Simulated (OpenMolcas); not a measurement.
**triplet BNH3Cl: levels of theory compared**

Wanted: a comparison of 4 runs (UHF/STO-3G, UB3LYP/6-31G*, UBLYP/aug-cc-pVDZ, USVWN5/aug-cc-pVDZ) of triplet BNH3Cl. 

The results are computed with OpenMolcas 26.06.

1 further run of the same task is left out (it didn't finish).

## Step 1: The structure to begin with

BNH3Cl has 6 atoms, charge 0, and is taken as a triplet. As SMILES of the parent species, `NBCl`. The coordinates come from a PBE0-D4/def2-TZVP relaxation. That shape belongs to the parent species and isn't relaxed for this state.

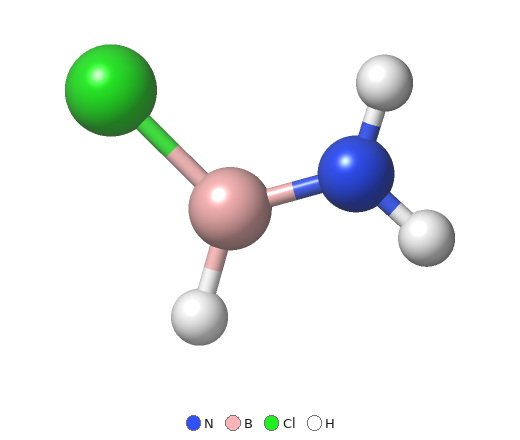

Viewed from a chosen angle; nitrogen blue, boron pink, chlorine green, hydrogen white.

## Step 2: A single-point energy at UHF/STO-3G (run 1)

The input, calc.input:

```
>>> EXPORT MOLCAS_PRINT=2
&GATEWAY
BasLib=$CurrDir
Coord
6
angstrom
N       -0.395600      -0.007800      -0.658000
B        0.369600      -0.158900       0.483700
Cl       0.529900       1.189300       1.616000
H       -0.511800      -0.749300      -1.326600
H       -0.878600       0.844500      -0.888200
H        0.928800      -1.181900       0.727100
Basis=STO-3G
Group=NoSym
&SEWARD
&SCF
UHF
Spin=3
Thresholds=1e-10 1e-07 1e-07 1e-05
PrOrbitals=1 2
```

The basis set STO-3G is read from a file made from the Basis Set Exchange's data (not shown).

Command:

```sh
$ export MOLCAS_MEM=1860
$ pymolcas calc.input > calc.log
```

What it wrote:

```text
--- Start Module: gateway ---
[...]
--- Stop Module: gateway /rc=_RC_ALL_IS_WELL_ ---
--- Start Module: seward ---
[...]
      Basis functions           22
--- Stop Module: seward /rc=_RC_ALL_IS_WELL_ ---
--- Start Module: scf ---
[...]
       Convergence after  16 Iterations
[...]
::    Total SCF energy                               -534.2820430408
[...]
      Total spin, S                                     1.0067859637
[...]
      Total electronic charge=   32.000000
      Total            charge=   -0.000000
[...]
      Dipole Moment (debye):
      Origin of the operator (angstrom)=    0.2634    0.6132    0.8114
                   X= -3.6089E+00               Y= -1.0605E+00               Z= -6.5324E+00           Total=  7.5380E+00
      Quadrupole Moment (debye*angstrom):
[...]
--- Stop Module: scf /rc=_RC_ALL_IS_WELL_ ---
[...]
```

It took 1.8 s on 1 thread of Arm Neoverse V1, shared host; peak memory 0.37 GiB.

## Step 3: A single-point energy at UB3LYP/6-31G(d) (Cartesian functions) (run 2)

The input, geom.xyz:

```xyz
6

N     -0.395600    -0.007800    -0.658000
B      0.369600    -0.158900     0.483700
Cl     0.529900     1.189300     1.616000
H     -0.511800    -0.749300    -1.326600
H     -0.878600     0.844500    -0.888200
H      0.928800    -1.181900     0.727100
```

The input, calc.inp:

```
&gateway
  baslib
  $CurrDir
  coord
  geom.xyz
  basis
  6-31Gs
  group
  NoSym

&seward
  gridinput
  Grid=UltraFine
  End of Grid

&scf
  uhf
  spin
  3
  ksdft
  B3LYP
  thresholds
  1e-10 1e-07 1e-07 1e-05
  prorbitals
  1 1
```

The basis set 6-31G* is read from a file made from the Basis Set Exchange's data (not shown).

Command:

```sh
$ export MOLCAS_MEM=1860
$ pymolcas calc.inp > calc.log
```

What it wrote:

```text
--- Start Module: gateway ---
[...]
--- Stop Module: gateway /rc=_RC_ALL_IS_WELL_ ---
--- Start Module: seward ---
[...]
      Basis functions           55
--- Stop Module: seward /rc=_RC_ALL_IS_WELL_ ---
--- Start Module: scf ---
[...]
       Convergence after  26 Iterations
[...]
::    Total KS-DFT energy                            -541.4564359272
[...]
      Total spin, S                                     1.0021135782
[...]
      Total electronic charge=   32.000000
      Total            charge=   -0.000000
[...]
      Dipole Moment (debye):
      Origin of the operator (angstrom)=    0.2634    0.6132    0.8114
                   X= -2.6886E+00               Y=  4.2688E-01               Z= -4.0791E+00           Total=  4.9041E+00
      Quadrupole Moment (debye*angstrom):
[...]
--- Stop Module: scf /rc=_RC_ALL_IS_WELL_ ---
[...]
```

It took 29 s on 1 thread of Arm Neoverse V1, shared host; peak memory 0.39 GiB.

Run 3 isn't shown in full; the table further down has it.

## Step 4: A single-point energy at USVWN5/aug-cc-pVDZ (run 4)

The input, calc.input:

```
* BClH3N Kohn-Sham DFT
>>> EXPORT MOLCAS_PRINT=2
&GATEWAY
BASLIB=$CurrDir
COORD
6
angstrom
N       -0.395600      -0.007800      -0.658000
B        0.369600      -0.158900       0.483700
Cl       0.529900       1.189300       1.616000
H       -0.511800      -0.749300      -1.326600
H       -0.878600       0.844500      -0.888200
H        0.928800      -1.181900       0.727100
BASIS=aug-cc-pVDZ
GROUP=NoSym
&SEWARD
GRIDINPUT
Grid=UltraFine
End of Grid
&SCF
UHF
SPIN=3
KSDFT=SVWN5
THRESHOLDS=1e-10 1e-07 1e-07 1e-05
PRORBITALS=1 1
```

The basis set aug-cc-pVDZ is read from a file made from the Basis Set Exchange's data (not shown).

Command:

```sh
$ export MOLCAS_MEM=1860
$ pymolcas calc.input > calc.log
```

What it wrote:

```text
--- Start Module: gateway ---
[...]
--- Stop Module: gateway /rc=_RC_ALL_IS_WELL_ ---
--- Start Module: seward ---
[...]
      Basis functions          100
--- Stop Module: seward /rc=_RC_ALL_IS_WELL_ ---
[...]
--- Start Module: scf ---
[...]
       Convergence after  50 Iterations
[...]
::    Total KS-DFT energy                            -539.2513064815
[...]
      Total spin, S                                     1.0007850882
[...]
      Total electronic charge=   32.000000
      Total            charge=   -0.000000
[...]
      Dipole Moment (debye):
      Origin of the operator (angstrom)=    0.2634    0.6132    0.8114
                   X= -5.3458E-01               Y=  5.1334E-01               Z= -4.7700E-01           Total=  8.8138E-01
      Quadrupole Moment (debye*angstrom):
[...]
--- Stop Module: scf /rc=_RC_ALL_IS_WELL_ ---
[...]
```

It took 1.8 min on 1 thread of Arm Neoverse V1, shared host; peak memory 0.56 GiB.

## Step 5: All runs side by side

```
run                                level  Cartesian functions  integration grid  energy (Eh)  dipole moment (D)  HOMO energy (eV)   ⟨S²⟩  wall time
  1                           UHF/STO-3G                   no                 –  -534.282043               7.54             -3.09  2.020      1.8 s
  2  UB3LYP/6-31G* (Cartesian functions)                  yes         UltraFine  -541.456436               4.90             -1.60  2.006       29 s
  3                    UBLYP/aug-cc-pVDZ                   no         UltraFine  -541.447926               1.17             -1.24  2.005    2.2 min
  4                   USVWN5/aug-cc-pVDZ                   no         UltraFine  -539.251306               0.88             -1.45  2.002    1.8 min
```

## Step 6: Results

| quantity | value |
| --- | --- |
| run 4: total energy | -539.25131 Eh |
| run 4: dipole moment | 0.88 D |
| run 4: HOMO energy (highest over α and β) | -1.45 eV |
| run 4: ⟨S²⟩ | 2.002 |

In words: The dipole moment (its size) runs from 0.88 D (USVWN5/aug-cc-pVDZ) to 7.54 D (UHF/STO-3G). The two ends differ in method and basis. So wide a spread suggests that the runs ended on unlike SCF solutions, not only an effect of the method. Totals of different functionals can't be ranked against each other. In run 1 the basis is minimal, so the values are rough. All runs together took 4.5 min, the longest 2.2 min.
